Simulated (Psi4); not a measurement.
# Two attempts at quartet CaCl

Wanted: energy and gradient of quartet CaCl, UM06-L/cc-pVTZ.

The results are computed with Psi4 1.11.

5 further runs of the same task are left out: 4 that didn't finish, 1 set aside as unsound or not needed.

### 1 The structure to begin with

The species is CaCl (2 atoms), meant as a quartet with charge 0. SMILES of the parent species: `[Cl][Ca]`. The coordinates come from a PBE0-D4/def2-TZVP relaxation. That shape belongs to the parent species and isn't relaxed for this state.

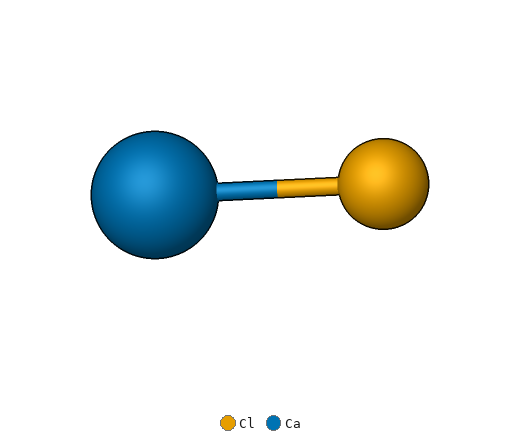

Viewed from a chosen angle; chlorine amber, calcium blue.

### 2 First attempt

job.in

```
memory 2.2 GB

molecule m {
  0 4
  Cl
  Ca 1 2.4299
  units angstrom
  symmetry c1
}

set basis cc-pVTZ
set reference uks
set puream true
set e_convergence 1e-09
set d_convergence 1e-08
set scf_type pk
set dft_radial_points 99
set dft_spherical_points 590
set maxiter 100

e_tot, wfn = gradient("m06-l", return_wfn=True)
oeprop(wfn, "QUADRUPOLE", "LOWDIN_CHARGES", "MAYER_INDICES", title="M06-L")
```

Started as:

```bash
$ psi4 -n 1 job.in job.out
```

job.out:

```text
Psi4 1.11 release

gradient() will perform analytic gradient computation.

   => Loading Basis Set <=

    Name: CC-PVTZ
    Role: ORBITAL
    Keyword: BASIS

         ---------------------------------------------------------
                                   SCF
                              UKS Reference
                        1 Threads,   2098 MiB Core
         ---------------------------------------------------------

  ==> Geometry <==

    Molecular point group: c1
    Full point group: C_inf_v

    Geometry (in Angstrom), charge = 0, multiplicity = 4:

       Center              X                  Y                   Z               Mass
    ------------   -----------------  -----------------  -----------------  -----------------
         CL           0.000000000000     0.000000000000    -1.295919242230    34.968852682000
         CA           0.000000000000     0.000000000000     1.133980757770    39.962590863000

  Running in c1 symmetry.

  Rotational constants: A = ************  B =      0.15309  C =      0.15309 [cm^-1]
  Rotational constants: A = ************  B =   4589.54335  C =   4589.54335 [MHz]
  Nuclear repulsion =   74.044302904563978

  Charge       = 0
  Multiplicity = 4
  Electrons    = 37
  Nalpha       = 20
  Nbeta        = 17

  ==> Algorithm <==

[... 64 lines left out ...]
    Weights Tolerance      =       1.00E-15
[... 50 lines left out ...]
   @UKS iter   1: -1137.37907985842071    1.01260e-01   6.57530e-03 DIIS/ADIIS
[... 2 lines left out ...]
   @UKS iter   4: -1137.59785330653972   -1.72992e-02   7.60366e-04 DIIS/ADIIS
[... 2 lines left out ...]
   @UKS iter   7: -1137.60101541500853   -1.36736e-04   6.09226e-05 DIIS
[... 3 lines left out ...]
   @UKS iter  91: -1137.60119308976755   -2.82071e-08   1.00069e-06 DIIS
[... 2 lines left out ...]
   @UKS iter  94: -1137.60119305909234    8.39577e-08   1.17416e-06 DIIS
[... 2 lines left out ...]
   @UKS iter  97: -1137.60119335603235   -4.55588e-07   9.68279e-07 DIIS
[... 2 lines left out ...]
   @UKS iter 100: -1137.60119324359448    5.90654e-07   1.49243e-06 DIIS
[... 1 line left out ...]
PsiException: Could not converge SCF iterations in 100 iterations.

  Failed to converge.

psi4.driver.p4util.exceptions.SCFConvergenceError: Could not converge SCF iterations in 100 iterations.

Printing out the relevant lines from the Psithon --> Python processed input file:
    core.set_global_option("D_CONVERGENCE", 1e-08)
    core.set_global_option("SCF_TYPE", "pk")
    core.set_global_option("DFT_RADIAL_POINTS", 99)
    core.set_global_option("DFT_SPHERICAL_POINTS", 590)
    core.set_global_option("MAXITER", 100)
--> e_tot, wfn = gradient("m06-l", return_wfn=True)
    oeprop(wfn, "QUADRUPOLE", "LOWDIN_CHARGES", "MAYER_INDICES", title="M06-L")

!-------------------------------------------------------!
!                                                       !
!  Could not converge SCF iterations in 100 iterations. !
!                                                       !
!-------------------------------------------------------!

    Psi4 run time: 0:01:05.88
```

Run time: 67 s. Hardware: 1 thread of Intel Xeon 6975P-C (Granite Rapids), shared host; peak memory 1.7 GiB.

### 3 Diagnosis

No converged result was reached.

The telling line is `Could not converge SCF iterations in 100 iterations.`. Among its listed settings the sound run differs in this, and the input shows the rest: density convergence threshold 1e-06 in place of 1e-08; iteration cap 150 in place of 100. These settings are changed for another try; the log doesn't prove which change is needed.

### 4 The mended input

Changes to job.in since step 2:

```diff
@@ -14,3 +14,3 @@
 set e_convergence 1e-09
-set d_convergence 1e-08
+set d_convergence 1e-06
 set scf_type pk
@@ -18,3 +18,4 @@
 set dft_spherical_points 590
-set maxiter 100
+set maxiter 150
+set orbital_optimizer_package ooo
```

Started as:

```bash
$ psi4 -n 1 job.in job.out
```

job.out:

```text
[...]
  Running in c1 symmetry.
[...]
  Nuclear repulsion =   74.044302904563978
[...]
  Multiplicity = 4
[...]
  Nalpha       = 20
  Nbeta        = 17
[...]
    Number of basis functions: 77
[...]
   @UKS iter   1: -1137.37907985842048   -1.13738e+03   6.57530e-03 ADIIS+DIIS
[...]
   @UKS iter  35: -1137.60119310266714   -5.73664e-10   7.21280e-07 Converged
[...]
   @S^2 Observed:                3.755079629E+00
[...]
    Orbital Energies [Eh]
    ---------------------
    Alpha Occupied:
       1A   -144.974773     2A   -101.345318     3A    -15.364900
       4A    -12.441348     5A    -12.440288     6A    -12.438829
       7A     -9.557389     8A     -7.277739     9A     -7.254961
      10A     -7.254295    11A     -1.784886    12A     -1.065841
      13A     -1.060233    14A     -1.052813    15A     -0.914027
      16A     -0.474559    17A     -0.441982    18A     -0.427607
      19A     -0.136359    20A     -0.070826
    Alpha Virtual:
      21A     -0.064757    22A     -0.063872    23A     -0.060576
      24A     -0.055537    25A     -0.044806    26A     -0.025106
[...]
  @UKS Final Energy: -1137.60119310266668
   => Energetics <=
    Nuclear Repulsion Energy =             74.0443029045639776
    One-Electron Energy =               -1708.3381946343452000
    Two-Electron Energy =                 560.9811529208396905
    DFT Exchange-Correlation Energy =     -64.2884542937252235
    Empirical Dispersion Energy =           0.0000000000000000
    VV10 Nonlocal Energy =                  0.0000000000000000
    Total Energy =                      -1137.6011931026666844
[...]
  -Total Gradient:
     Atom            X                  Y                   Z
    ------   -----------------  -----------------  -----------------
       1        0.000000012887    -0.000000034573     0.050874672683
       2       -0.000000628596     0.000000004638    -0.050950227664
[...]
 Multipole Moments:
 ------------------------------------------------------------------------------------
     Multipole            Electronic (a.u.)      Nuclear  (a.u.)        Total (a.u.)
 ------------------------------------------------------------------------------------
 L = 1.  Multiply by 2.5417464519 to convert [e a0] to [Debye]
 Dipole X            :          0.0000002            0.0000000            0.0000002
 Dipole Y            :          0.0000004            0.0000000            0.0000004
 Dipole Z            :         -2.6841565            1.2264096           -1.4577469
 Magnitude           :                                                    1.4577469
 L = 2.  Multiply by 1.3450342976 to convert [e a0^2] to [Debye ang]
 Quadrupole XX       :        -39.2507687            0.0000000          -39.2507687
 Quadrupole XY       :          0.9546048            0.0000000            0.9546048
[...]
```

It took 85 s on 1 thread of Intel Xeon 6975P-C (Granite Rapids), shared host; peak memory 1.6 GiB.

### 5 Results

Level: UM06-L/cc-pVTZ.

```
                          quantity           value
                      total energy  -1137.60119 Eh
                     dipole moment          3.71 D
HOMO energy (highest over α and β)        -1.93 eV
                              ⟨S²⟩           3.755
          largest force on an atom      2.620 eV/Å
```
